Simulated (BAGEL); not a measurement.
# RI-MP2/cc-pVDZ (density fitting with qzvpp-jkfit) run of SiNH4Se− (SMILES N[SiH2][Se-])

What is the energy change on altering one bond length of SiNH4Se− at RI-MP2/cc-pVDZ (density fitting with qzvpp-jkfit)? 

The results are computed with BAGEL 1.2.2.

2 further runs of the same task are left out: 1 that didn't finish, 1 set aside as unsound or not needed. Runs told in other sessions of the task aren't counted.

### Step 1. The molecule

SiNH4Se−: 7 atoms, total charge -1, spin state singlet. SMILES: `N[SiH2][Se-]`. The shape comes from GFN2-xTB, which is rough for such elements, and wasn't checked as a minimum. This is one conformer, not always the lowest.

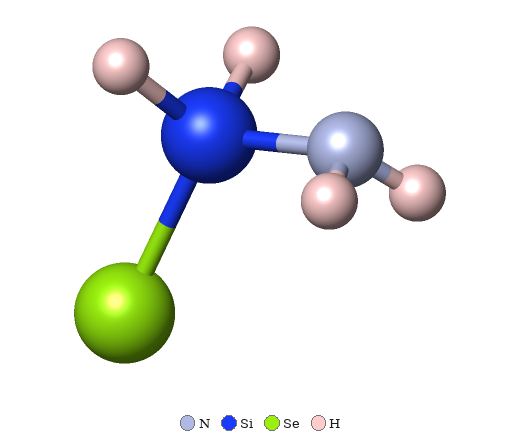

Viewed from a chosen angle; nitrogen light blue, silicon blue, selenium green, hydrogen pink.

### Step 2. A single-point energy at RI-MP2/cc-pVDZ (density fitting with qzvpp-jkfit)

input.json reads:

```json
{ "bagel": [

{
  "title": "molecule",
  "basis": "cc-pvdz.json",
  "df_basis": "qzvpp-jkfit",
  "angstrom": true,
  "geometry": [
    { "atom": "N", "xyz": [      -0.999460,      -0.500240,      -0.239830 ] },
    { "atom": "Si", "xyz": [       0.556530,       0.051000,       0.338670 ] },
    { "atom": "Se", "xyz": [       1.408250,       1.813780,      -0.659410 ] },
    { "atom": "H", "xyz": [      -0.975520,      -0.759890,      -1.215950 ] },
    { "atom": "H", "xyz": [      -1.715490,       0.206430,      -0.145920 ] },
    { "atom": "H", "xyz": [       0.313090,       0.310790,       1.757030 ] },
    { "atom": "H", "xyz": [       1.412600,      -1.121870,       0.165420 ] }
  ]
},

{ "title": "hf", "charge": -1 },

{ "title": "mp2", "charge": -1, "ncore": 15 }

]}
```

The basis set cc-pVDZ is read from a file made from the Basis Set Exchange's data (not shown).

Launch:

```sh
$ BAGEL_NUM_THREADS=1 BAGEL input.json > input.out
```

The program printed:

```text
* using 1 threads per process

  ===============================================================
  ===============================================================

  *** Geometry ***

  { "atom" : "N", "xyz" : [     -1.888706,     -0.945317,     -0.453213 ] },
  { "atom" : "Si", "xyz" : [      1.051689,      0.096376,      0.639994 ] },
  { "atom" : "Se", "xyz" : [      2.661207,      3.427547,     -1.246104 ] },
  { "atom" : "H", "xyz" : [     -1.843466,     -1.435984,     -2.297812 ] },
  { "atom" : "H", "xyz" : [     -3.241806,      0.390096,     -0.275749 ] },
  { "atom" : "H", "xyz" : [      0.591654,      0.587308,      3.320305 ] },
  { "atom" : "H", "xyz" : [      2.669427,     -2.120027,      0.312598 ] },

  Number of auxiliary basis functions:      543

  Since a DF basis is specified, we compute 2- and 3-index integrals:
    o Being stored without compression. Storage requirement is 0.027 GB

  Number of basis functions:       79
  Number of electrons      :       59

    * METHOD: MOLECULE                             0.31

  *** RHF ***

  === Nuclear Repulsion ===
   231.6280829723

      * DIIS with orbital gradients will be used.

  === RHF iteration (cc-pvdz.json) ===
      0      -2745.40000344          0.01756527           0.09
      1      -2745.54257515          0.01116384           0.09
      2      -2745.60602360          0.00132092           0.09
      3      -2745.60749921          0.00025250           0.09
      4      -2745.60755945          0.00007800           0.09
      5      -2745.60756658          0.00002128           0.09
      6      -2745.60756736          0.00000584           0.09
      7      -2745.60756742          0.00000230           0.09
      8      -2745.60756743          0.00000074           0.09
      9      -2745.60756743          0.00000017           0.09
     10      -2745.60756743          0.00000006           0.09
     11      -2745.60756743          0.00000002           0.09
     12      -2745.60756743          0.00000001           0.09
    * SCF iteration converged.

    * Permanent dipole moment:
           (    0.776156,     0.417053,     0.162101) a.u.

    * METHOD: HF                                   1.37

  *** RHF ***

  === Nuclear Repulsion ===
   231.6280829723

      * DIIS with orbital gradients will be used.

  === RHF iteration (cc-pvdz.json) ===
      0      -2745.60756743          0.00000000           0.09
    * SCF iteration converged.

    * Permanent dipole moment:
           (    0.776156,     0.417054,     0.162101) a.u.

  === DF-MP2 calculation ===

    * freezing 15 orbitals
    * 3-index integral transformation done
    * assembly done

      MP2 correlation energy:   -0.4062150150      0.04

      MP2 total energy:       -2746.0137824437

    * METHOD: MP2                                  0.23

  ===============================================================
```

It took 2 s on 1 thread of Arm Neoverse V1, shared host; peak memory 0.13 GiB.

### Step 3. The distorted shape

calc.json reads:

```json
{ "bagel": [

{
  "title": "molecule",
  "basis": "cc-pvdz.json",
  "df_basis": "qzvpp-jkfit",
  "angstrom": true,
  "geometry": [
    { "atom": "N", "xyz": [   -1.427472,    0.086163,   -0.153210 ] },
    { "atom": "Si", "xyz": [    0.128518,    0.637403,    0.425290 ] },
    { "atom": "Se", "xyz": [    0.980238,    2.400183,   -0.572790 ] },
    { "atom": "H", "xyz": [   -1.403532,   -0.173487,   -1.129330 ] },
    { "atom": "H", "xyz": [   -2.143502,    0.792833,   -0.059300 ] },
    { "atom": "H", "xyz": [   -0.114922,    0.897193,    1.843650 ] },
    { "atom": "H", "xyz": [    1.412600,   -1.121870,    0.165420 ] }
  ]
},
{
  "title": "hf",
  "charge": -1
},
{
  "title": "mp2",
  "charge": -1,
  "ncore": 15
}

]}
```

The basis set cc-pVDZ is read from a file made from the Basis Set Exchange's data (not shown).

Launch:

```sh
$ BAGEL_NUM_THREADS=1 BAGEL calc.json > calc.out
```

The program printed:

```text
* using 1 threads per process

  ===============================================================
  ===============================================================

  *** Geometry ***

  { "atom" : "N", "xyz" : [     -2.697531,      0.162824,     -0.289525 ] },
  { "atom" : "Si", "xyz" : [      0.242864,      1.204517,      0.803682 ] },
  { "atom" : "Se", "xyz" : [      1.852381,      4.535689,     -1.082416 ] },
  { "atom" : "H", "xyz" : [     -2.652291,     -0.327843,     -2.134124 ] },
  { "atom" : "H", "xyz" : [     -4.050632,      1.498237,     -0.112061 ] },
  { "atom" : "H", "xyz" : [     -0.217171,      1.695449,      3.483994 ] },
  { "atom" : "H", "xyz" : [      2.669427,     -2.120027,      0.312598 ] },

  Number of auxiliary basis functions:      543

  Since a DF basis is specified, we compute 2- and 3-index integrals:
    o Being stored without compression. Storage requirement is 0.027 GB

  Number of basis functions:       79
  Number of electrons      :       59

    * METHOD: MOLECULE                             0.31

  *** RHF ***

  === Nuclear Repulsion ===
   228.6324288511

      * DIIS with orbital gradients will be used.

  === RHF iteration (cc-pvdz.json) ===
      0      -2745.34251220          0.01730112           0.09
      1      -2745.48086378          0.01133758           0.09
      2      -2745.54643372          0.00130990           0.09
      3      -2745.54805802          0.00024292           0.09
      4      -2745.54812695          0.00008034           0.09
      5      -2745.54813617          0.00002310           0.09
      6      -2745.54813730          0.00000683           0.09
      7      -2745.54813738          0.00000238           0.09
      8      -2745.54813739          0.00000097           0.09
      9      -2745.54813739          0.00000026           0.09
     10      -2745.54813739          0.00000009           0.09
     11      -2745.54813739          0.00000003           0.09
     12      -2745.54813739          0.00000001           0.09
     13      -2745.54813739          0.00000000           0.09
    * SCF iteration converged.

    * Permanent dipole moment:
           (    1.303995,    -0.584348,     0.180353) a.u.

    * METHOD: HF                                   1.48

  *** RHF ***

  === Nuclear Repulsion ===
   228.6324288511

      * DIIS with orbital gradients will be used.

  === RHF iteration (cc-pvdz.json) ===
      0      -2745.54813739          0.00000000           0.09
    * SCF iteration converged.

    * Permanent dipole moment:
           (    1.303995,    -0.584349,     0.180353) a.u.

  === DF-MP2 calculation ===

    * freezing 15 orbitals
    * 3-index integral transformation done
    * assembly done

      MP2 correlation energy:   -0.4096872582      0.04

      MP2 total energy:       -2745.9578246461

    * METHOD: MP2                                  0.23

  ===============================================================
```

Wall time 2.1 s (1 thread of Arm Neoverse V1, shared host); peak memory 0.13 GiB.

### Step 4. Outcome

At RI-MP2/cc-pVDZ (density fitting with qzvpp-jkfit), 15 core orbitals frozen:

| quantity | value |
| --- | --- |
| first shape: total energy | -2746.01378 Eh |
| first shape: correlation energy (15 core orbitals frozen) | -406.2 mEh |
| distorted shape: total energy | -2745.95782 Eh |
| distorted shape: correlation energy (15 core orbitals frozen) | -409.7 mEh |
| energy change with the Si2–H7 bond stretched from 1.462 to 2.193 Å | 1.523 eV |

What this shows: With the Si2–H7 bond stretched from 1.462 to 2.193 Å the energy rises by 1.52 eV (147 kJ/mol). The first shape isn't relaxed at this level, so the change isn't measured from a minimum.
